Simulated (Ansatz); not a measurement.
Consider Si5Se.

Input

```
crystal:
  lattice:
    - [0.0, 3.6655294572, 3.6655294572]
    - [3.6655294572, 0.0, 3.6655294572]
    - [3.6655294572, 3.6655294572, 0.0]
  atoms:
    - { symbol: Si, position: [0.25, 0.25, 0.25] }
    - { symbol: Si, position: [0.6249437727, 0.1251686818, 0.6249437727] }
    - { symbol: Si, position: [0.6249437727, 0.6249437727, 0.1251686818] }
    - { symbol: Si, position: [0.6249437727, 0.6249437727, 0.6249437727] }
    - { symbol: Si, position: [0.1251686818, 0.6249437727, 0.6249437727] }
    - { symbol: Se, position: [0.0, 0.0, 0.0] }
basis:
  ecutwfc: 420
kpoints:
  mp_grid: { grid: [10, 10, 10] }
hamiltonian:
  xc: pbe
scf:
  occupations: { method: gaussian, width: 0.1 }
output:
  forces: true
  stress: true
  eigenvalues: true
  write_density: true
  write_potential: true
  elf: true
  volumetric_format: npy
relax:
  adjacent_minimum: "off"
  f_tol: 0.01
  max_steps: 80
  cell: { stress_tol: 0.05 }
```

Run with:

```sh
ansatz run input.yaml --threads 1 --pin off --max-ram 2560MiB --backend cpu --events-out ev --progress --plain --runs-dir out
```

Below, planes, directions and counts refer to the conventional cell (a = 7.33 Å, b = 7.33 Å, c = 7.33 Å, α = 90.00°, β = 90.00°, γ = 90.00°).

Space group F-43m; a structure generated by program, which may or may not match a known phase.

All numbers below come from DFT PBE, scalar-relativistic, plane waves, PAW in Ansatz.

What will maps of the valence pseudo-density and electron localisation function show?

Si–Si (2.59 Å): ρ at the midpoint is about 0.35 e/Å³; the ELF peaks at about 0.75 between the atoms.
Si–Se (3.17 Å): ρ is about 0.15 e/Å³ halfway; the ELF is about 0.20 at the midpoint: no localised pair shows between them.

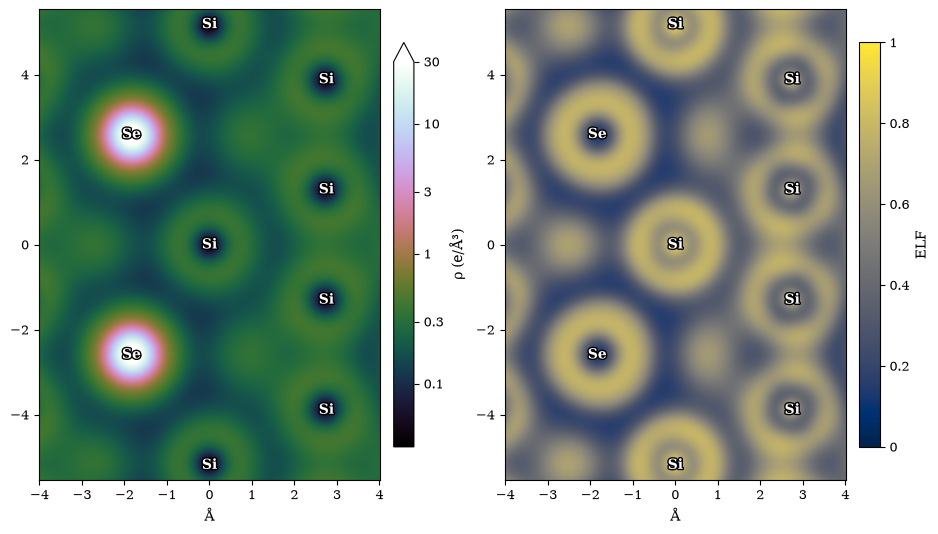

Computed valence pseudo-density and electron localisation function on the (101) plane of the conventional cell, in this order. 

In a PAW calculation such maps are meaningful between the atoms, not at the nuclei.
